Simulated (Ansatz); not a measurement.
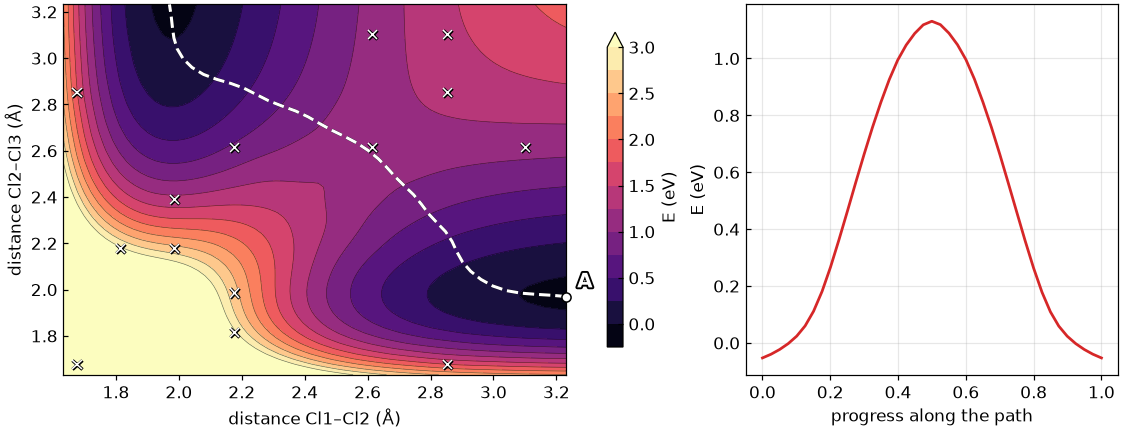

The system Cl⁻ + Cl₂. Coordinates scanned: (1) distance Cl1–Cl2; (2) distance Cl2–Cl3. Nothing is relaxed (the angle Cl1–Cl2–Cl3 is fixed at 90 degrees). The scan uses a 17 × 17 grid; 146 points were computed and 129 follow by symmetry. At 14 points there is no value. Energies are in eV, from Cl with charge -1 far from the relaxed ClCl (each part in its own basis). The reference is spin-restricted, so regions where a bond is pulled apart into radicals lie too high. Theory: RKS PBE0-D4/def2-TZVPD (Ansatz 0.2.0).

Drawn: filled contours, crosses at grid points without a value, a line along the lowest path, one colour for all values above the top of the scale, the energy along the path at the right, the start A. Between grid points the surface is interpolated.

Describe the path and its barrier.

The easiest path runs from the side where the first distance is long, distance Cl1–Cl2 = 3.232 Å, distance Cl2–Cl3 = 1.985 Å, to the side where the second distance is long, distance Cl1–Cl2 = 1.985 Å, distance Cl2–Cl3 = 3.232 Å. Its highest point, at about distance Cl1–Cl2 = 2.60 Å, distance Cl2–Cl3 = 2.60 Å, lies about 1.2 eV above the start and 1.2 eV above the end on the interpolated surface. An end on the edge of the scan is no minimum, so the barrier from there is a lower bound.
